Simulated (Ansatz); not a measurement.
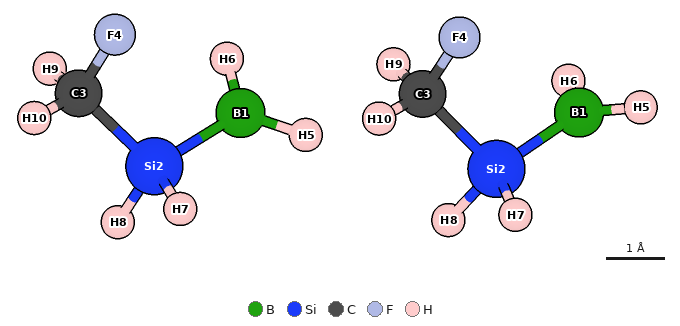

Two geometries of CH6BFSi, drawn at one scale. One is the start of a relaxation, the other its converged end. A ball-and-stick model, seen at a tilt.

Level of theory: RKS BHLYP/def2-SVP (Ansatz). Settings: no spin polarisation; force threshold 0.015 eV/Å; at most 40 steps.

### Which one is relaxed?

The left one is the relaxed one. The run prepares an end point of a later path (torsion) calculation, from a guessed geometry. The energy falls by 12.8 kJ/mol in 16 accepted moves (19 points after the start). The largest force component goes from 1.5 to 0.01 eV/Å. The line search rejected the trial steps at points 8, 11, 18 of the run. The largest move after the best rigid fit is that of H5, 0.63 Å. Largest moves by element: H 0.63 Å, Si 0.12 Å, F 0.11 Å, C 0.07 Å, B 0.03 Å. Some distances before and after: B1–Si2 1.956 → 2.016 Å, Si2–C3 1.936 → 1.901 Å, B1–H5 1.170 → 1.198 Å, Si2–H8 1.476 → 1.491 Å. Bond angles that change, for instance: B1–Si2–H8 117.6° → 108.3°, C3–Si2–H8 102.3° → 108.1°, B1–Si2–H7 118.5° → 113.5°. Groups turn about B1–Si2 by about 35°. Cost: 58 s on 1 thread of Intel(R) Xeon(R) Platinum 8488C (Sapphire Rapids), with other jobs on the host, peak memory 0.19 GiB.
